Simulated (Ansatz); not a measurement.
# CH₂Al (quartet): inputs that go wrong at scale of all distances = 1.000

3 inputs are run for CH₂Al (quartet) as typed; the log has to tell whether the result can be used and what must change.

Program: Ansatz 0.2.0, Gaussian basis. Level of theory: the settings change from run to run. These are calculated values, not measurements.

14 further runs of the same task are left out: 12 that didn't finish, 2 set aside as unsound or not needed.

## (1) The geometry

The geometry derives from a PBE0/def2-TZVP stationary point (not a proven minimum). All distances are scaled together.

4 atoms, charge 0, spin multiplicity 4.

Atoms are counted from 1 here; the program's logs count them from 0.

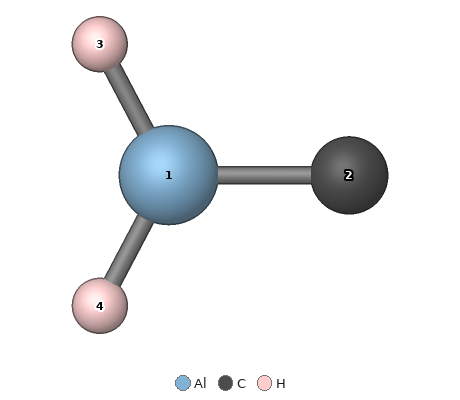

The geometry (aluminium light blue, carbon dark grey, hydrogen pink); atoms are numbered from 1 in the order of the file.

## (2) Attempt 1

Input file in.yaml:

```yaml
crystal:
  periodic: [false, false, false]
  atoms:
    - {symbol: Al, position_ang: [0.000000, 0.000000, 0.527635]}
    - {symbol: C, position_ang: [0.000000, 0.000000, -1.397228]}
    - {symbol: H, position_ang: [0.000000, 1.398998, 1.262610]}
    - {symbol: H, position_ang: [0.000000, -1.398998, 1.262610]}
basis:
  gaussian: {orbitals: STO-3G}
magnetization: {spin_polarized: false, initial_magnetization: 3}
correlation: {method: sc_nevpt2, electrons: valence, active_space: {window: {electrons: 3, orbitals: 4}}}
output: {forces: true}
```

The run is started by

```bash
$ ansatz run in.yaml --threads 1 --pin off --events-out ev --progress --plain --max-ram 2393MiB
```

Output:

```text
Functional definition: HF
  name "HF"
  cite "Fock, Z. Phys. 61, 126 (1930) doi:10.1007/BF01340294"
  parent pbe
  exchange = exact_x
  correlation = 0
181 factors; integrals over basis functions are off by at most 2.7e-5 eV
mean field evaluation 1: about -7547.0928 eV, gradient 1.2e1 eV
mean field evaluation 2: about -7547.0994 eV, gradient 1.2e1 eV
mean field evaluation 4: about -7548.9337 eV, gradient 2.1e0 eV
mean field evaluation 8: about -7549.0281 eV, gradient 1.0e-2 eV
mean field -7549.02809823 eV, -277.4216656948 hartree, gradient 9.9e-6 eV, S^2 3.750000; 0 other end points of the search recorded, 0 dependent functions left out
reference -7549.02809823 eV, -277.4216656948 hartree; 12, 9 occupied and 4, 7 virtual orbitals, 181 factors
state -7549.02809823 eV, -277.4216656948 hartree
state -7549.02809823 eV, -277.4216656948 hartree; corrected -7550.04132700 eV, -277.4589011654 hartree
WARN: 1 active orbitals are nearly empty or full. The corrections depend on them more than the energy does, and are more stable in an active space without them
the calculation of the forces begins
Error: an active orbital is full or empty, and SC-NEVPT2 has no forces then: leave it out of the active space
```

It took 1 s on 1 thread of Intel Xeon at 2.50GHz, shared host.

Diagnosis: The run stopped with an error. It says: «an active orbital is full or empty, and SC-NEVPT2 has no forces then: leave it out of the active space». Cure: drop the forces, or choose an active space whose orbitals are all partly filled.

## (3) Attempt 2

Input file in.yaml:

```yaml
crystal:
  periodic: [false, false, false]
  atoms:
    - {symbol: Al, position_ang: [0.000000, 0.000000, 0.527635]}
    - {symbol: C, position_ang: [0.000000, 0.000000, -1.397228]}
    - {symbol: H, position_ang: [0.000000, 1.398998, 1.262610]}
    - {symbol: H, position_ang: [0.000000, -1.398998, 1.262610]}
basis:
  gaussian: {orbitals: 6-31G}
magnetization: {spin_polarized: false, initial_magnetization: 3}
correlation: {active_space: {window: {electrons: 3, orbitals: 4}, states: [{multiplicity: 4, weights: [0.5, 1, 1]}]}}
accuracy: high
frozen_core: true
output: {forces: true}
```

The command is unchanged.

Output:

```text
Error: YAML parse error: error: line 13 column 1: unknown field `frozen_core`, expected one of crystal, accuracy, basis, kpoints, hamiltonian, magnetization, projection, total_charge, correlation, batch, efield, external_charges, scf, relax, neb, saddle, md, ramp, phonons, dielectric, real_time, elastic, magnetic_configurations, gw, evaluate, workflow, output, checkpoint, execution
  --> <input>:13:1
   |
11 | correlation: {active_space: {window: {electrons: 3, orbitals: 4},…
12 | accuracy: high
13 | frozen_core: true
   | ^ unknown field `frozen_core`, expected one of crystal, accuracy, basis, kpoints, hamiltonian, magnetization, projection, total_charge, correlation, batch, efield, external_charges, scf, relax, neb, saddle, md, ramp, phonons, dielectric, real_time, elastic, magnetic_configurations, gw, evaluate, workflow, output, checkpoint, execution
14 | output: {forces: true}
   |
```

Run time: 0.07 s. Hardware: 1 thread of Intel Xeon at 2.50GHz, shared host.

Diagnosis: The run was refused. The input holds a key that the program doesn't read here. Fix: remove it or spell it as the reference does.

## (4) Attempt 3

Input file in.yaml:

```yaml
crystal:
  periodic: [false, false, false]
  atoms:
    - {symbol: Al, position_ang: [0.000000, 0.000000, 0.527635]}
    - {symbol: C, position_ang: [0.000000, 0.000000, -1.397228]}
    - {symbol: H, position_ang: [0.000000, 1.398998, 1.262610]}
    - {symbol: H, position_ang: [0.000000, -1.398998, 1.262610]}
basis:
  gaussian: {orbitals: "6-31++G**"}
magnetization: {spin_polarized: false, initial_magnetization: 3}
correlation: {method: ccsd_t, electrons: outside_noble_gas}
scf: {omitted_lower_state_checks: [cluster_reference]}
nroots: 3
```

The command is unchanged.

Output:

```text
Error: YAML parse error: error: line 13 column 1: unknown field `nroots`, expected one of crystal, accuracy, basis, kpoints, hamiltonian, magnetization, projection, total_charge, correlation, batch, efield, external_charges, scf, relax, neb, saddle, md, ramp, phonons, dielectric, real_time, elastic, magnetic_configurations, gw, evaluate, workflow, output, checkpoint, execution
  --> <input>:13:1
   |
11 | correlation: {method: ccsd_t, electrons: outside_noble_gas}
12 | scf: {omitted_lower_state_checks: [cluster_reference]}
13 | nroots: 3
   | ^ unknown field `nroots`, expected one of crystal, accuracy, basis, kpoints, hamiltonian, magnetization, projection, total_charge, correlation, batch, efield, external_charges, scf, relax, neb, saddle, md, ramp, phonons, dielectric, real_time, elastic, magnetic_configurations, gw, evaluate, workflow, output, checkpoint, execution
```

Run time: 0.07 s. Hardware: 1 thread of Intel Xeon at 2.50GHz, shared host.

Diagnosis: The run was refused. The input holds a key that the program doesn't read here. Fix: remove it or spell it as the reference does.

## (5) How the runs ended

| attempt | level | ended | cause | time |
| --- | --- | --- | --- | --- |
| 1 | NEVPT2(3,4)/STO-3G | stopped by an error | an active orbital is full or empty, and SC-NEVPT2 has no forces then: leave it out of the active space | 1 s |
| 2 | CASSCF(3,4)/6-31G | refused | the input holds a key that the program doesn't read here | 0.07 s |
| 3 | CCSD(T) on ROHF/6-31++G** | refused | the input holds a key that the program doesn't read here | 0.07 s |

1 stopped by an error, 2 refused.
